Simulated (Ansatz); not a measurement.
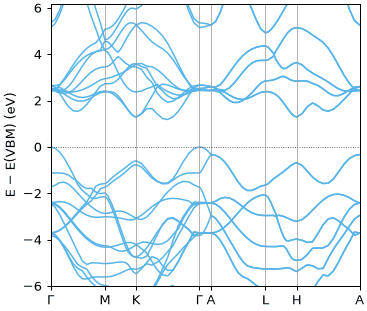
Figure. Band structure from DFT-r²SCAN+D4 in the program Ansatz with PAW potentials

Problem. Read off the gap and where the band edges lie.

Solution. About 1.2 eV (1.18 eV by a search for the band edges); maximum at Γ, minimum on the K–Γ line, 48 % of the way from K.

The material is WS$_{2}$ in space group P6_3/mmc (No. 194; W on 2c, S on 4f).

Symmetry was held in the r²SCAN+D4 relaxation; phonons on a q-mesh show no instability. The run is not spin-polarised. Spin–orbit coupling is left out wherever it is not named.

Potentials: the earlier of the program's two PAW sets.
